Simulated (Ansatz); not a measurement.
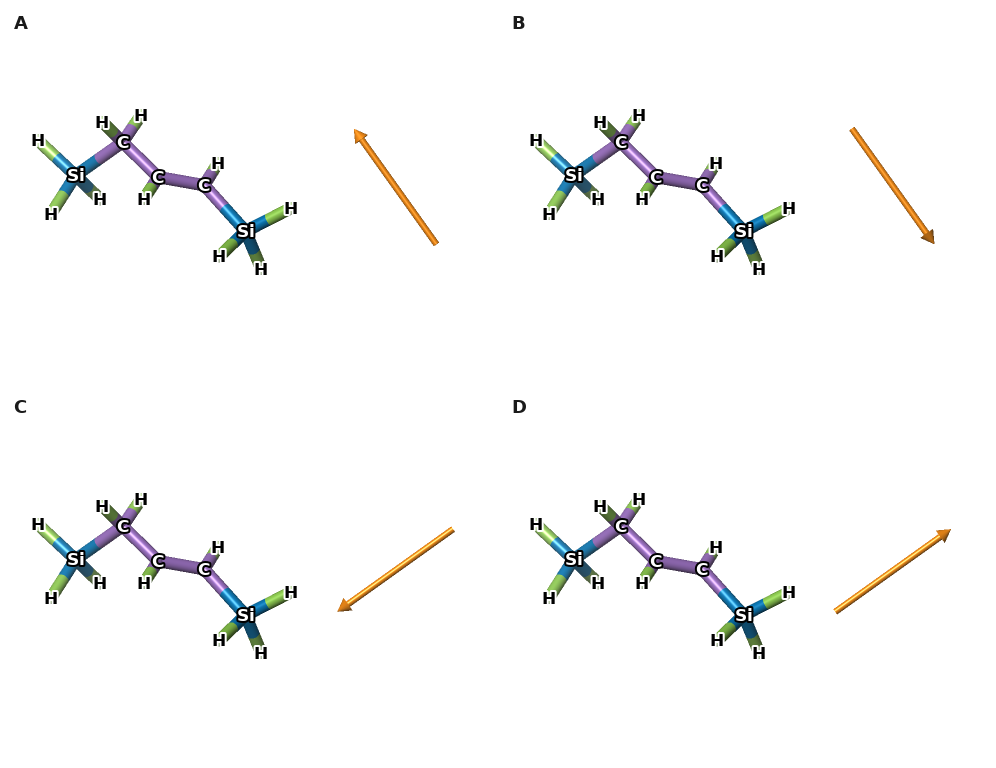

The same molecule four times, each with an arrow. The geometry was computed by an optimisation with PBE-D4/def2-SVP. No frequency run is at hand to confirm it as a minimum. Properties computed with RKS PBE-D4/def2-SVP (Ansatz 0.2.0).

> Which arrow points along the dipole moment, from the negative to the positive end?

A. The dipole moment is 1.25 D.
